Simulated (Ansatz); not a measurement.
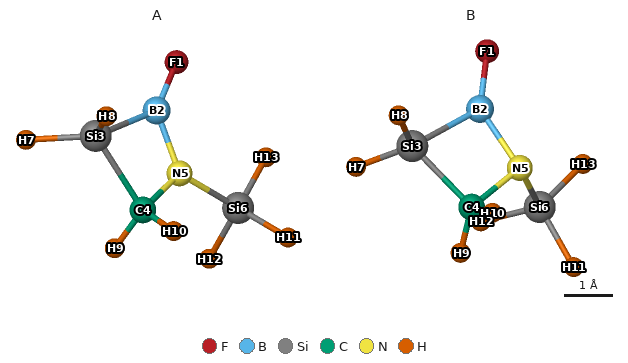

Two geometries of CH$_{7}$BFNSi$_{2}$, drawn at one scale. One is the start of a relaxation, the other its converged end. The picture is a ball-and-stick view, seen from a free direction.

The calculation used Ansatz 0.2.0, RKS PBE0-D4/def2-SVP. (no spin polarisation; force threshold 0.02 eV/Å; at most 50 steps)

Which of the two is the end point?

Answer. Structure A is the relaxed one. The run prepares an end point of a later path (hydrogen shift) calculation, from a guessed geometry. H12 moves most after the best rigid fit: 1.20 Å. By element the largest moves are H 1.20 Å, N 0.78 Å, C 0.44 Å, Si 0.37 Å, F 0.30 Å, B 0.24 Å. Among the contacts that change: Si3–C4 1.795 → 1.931 Å, B2–N5 1.534 → 1.416 Å, B2–Si3 1.931 → 2.019 Å, F1–B2 1.406 → 1.326 Å. Among the angles between lasting bonds that change: B2–N5–Si6 108.5° → 131.6°, F1–B2–N5 138.2° → 125.4°, C4–N5–Si6 110.2° → 122.9°. The energy falls by 1.498 eV in 12 geometry steps. Largest force component: 3 eV/Å at the start, 0.0036 eV/Å at the end.
